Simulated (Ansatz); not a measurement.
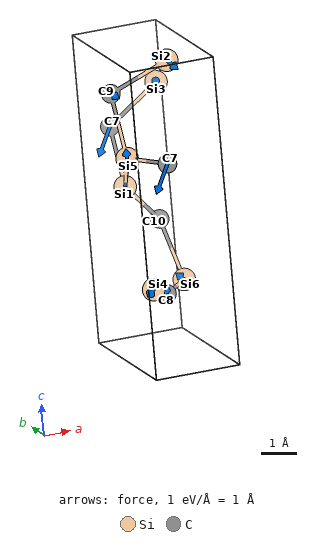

Starting geometry of a crystal of Si$_{3}$C$_{2}$ (a generated structure, set up in P1) (coarse preliminary run) with the computed forces as blue arrows. Style: ball-and-stick. Shown: the cell of the calculation, slightly off an axis.

The calculation used DFT PBE, scalar-relativistic, plane waves, PAW (Ansatz 0.2.0).

The input:
```yaml
crystal:
  lattice:
    - [2.9270657965, 0.0, 0.0]
    - [1.3083702472, 4.7029782316, 0.0]
    - [0.7609403304, 2.1333757713, 8.5671496183]
  atoms:
    - { symbol: Si, position: [0.3657615005, 0.8372904897, 0.5085719661] }
    - { symbol: Si, position: [0.6245942736, 0.2741487601, 0.9749248421] }
    - { symbol: Si, position: [0.8718349801, 0.8902628504, 0.8176205248] }
    - { symbol: Si, position: [0.2268471101, 0.2595966603, 0.2514939515] }
    - { symbol: Si, position: [0.1425653377, 0.4090909708, 0.6635610131] }
    - { symbol: Si, position: [0.9564927332, 0.8171927485, 0.1803343241] }
    - { symbol: C, position: [0.3562034459, 0.0073523938, 0.6842712821] }
    - { symbol: C, position: [0.5728646151, 0.5616199051, 0.1838446649] }
    - { symbol: C, position: [0.0585728109, 0.4749314148, 0.8700935067] }
    - { symbol: C, position: [0.8242631929, 0.9685138067, 0.3652839245] }
basis:
  ecutwfc: 420
kpoints:
  mp_grid: { grid: [6, 4, 2] }
hamiltonian:
  xc: pbe
scf:
  occupations: { method: gaussian, width: 0.1 }
  lower_state_search: "off"
output:
  forces: true
  stress: true
  eigenvalues: true
relax:
  adjacent_minimum: "off"
  f_tol: 0.04
  max_steps: 70
  cell: { stress_tol: 0.4 }
```

Command:
```bash
ansatz run input.yaml --threads 1 --pin off --max-ram 2560MiB --backend cpu --events-out ev --progress --plain --runs-dir out
```

**Is this structure relaxed? If not, where do the atoms go?**

It isn't relaxed: the largest force vector, on C7, is 1.05 eV/Å. The final displacements have little in common with the starting forces (cosine between the two patterns 0.18). Over 16 accepted moves (21 points after the start) the energy falls by 86.3 meV per atom. The largest force component goes from 0.76 to 0.015 eV/Å. Pressure: 0.44 GPa at the start and 0.02 GPa at the end. The line search rejected the trial steps at points 11, 16, 19 of the run. At 2 points the geometry stayed and the basis and grid were re-selected for the new cell (energy shift of 2.4 meV per atom at most each time). Si4 moves most relative to the cell: 1.05 Å roughly along −a. By element the largest moves are Si 1.05 Å, C 0.84 Å. The volume changes by +4.8 %, with a 2.927 → 2.970 Å (+1.5 %), b 4.882 → 4.919 Å (+0.8 %), c 8.862 → 8.969 Å (+1.2 %), α 75.2° → 74.2°, β 85.1° → 92.3°, γ 74.5° → 79.8°. Near-neighbour distances that change, for instance: Si2–Si4 2.614 → 3.848 Å, Si4–C10 2.082 → 3.153 Å, Si2–C8 2.566 → 3.444 Å, Si4–Si6 2.759 → 3.303 Å. Bond angles that change, for instance: C8–Si4–C10 168.2° → 129.2°, Si1–C10–Si4 80.4° → 108.9°, Si6–Si2–C9 139.9° → 112.7°. The space group stays P1 (No. 1).
